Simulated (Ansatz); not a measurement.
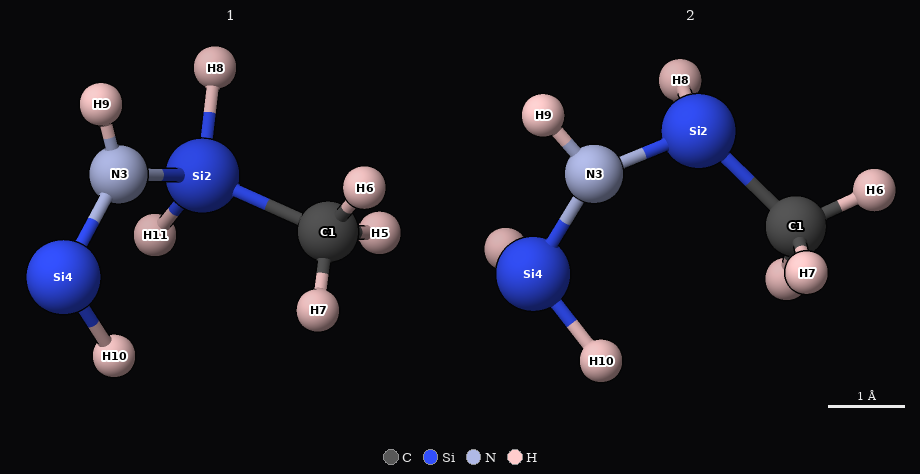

Two geometries of CH₇NSi₂ (coarse preliminary run), drawn at one scale. One is the start of a relaxation, the other its converged end. A ball-and-stick model, seen at a tilt.

Computed with Ansatz 0.2.0, RKS PBE-D4/def2-SVP. (force threshold 0.03 eV/Å; at most 200 steps)

**Which of the two is the end point?**

Structure 1 is the relaxed one. The start comes from a force field. The largest move after the best rigid fit is that of H11, 1.54 Å. By element the largest moves are H 1.54 Å, Si 1.40 Å, C 0.27 Å, N 0.21 Å. Among the contacts that change: Si4–H11 1.522 → 3.587 Å, Si2–H11 3.342 → 1.503 Å, Si2–N3 1.575 → 1.785 Å, N3–Si4 1.640 → 1.748 Å. New bonds form: Si2–H11 (3.34 → 1.50 Å). Bonds break: Si4–H11 (1.52 → 3.59 Å). Bond angles that change, for instance: N3–Si4–H10 109.2° → 93.4°, Si4–N3–H9 111.0° → 116.1°, Si2–C1–H5 115.1° → 110.7°. Over 27 accepted moves (29 points after the start) the energy falls by 321.4 kJ/mol. Largest force component: 6.3 eV/Å at the start, 0.0086 eV/Å at the end. The line search rejected the trial steps at points 15, 22 of the run. The run took 61 s on 2 threads of Arm Neoverse V1, on a shared host.
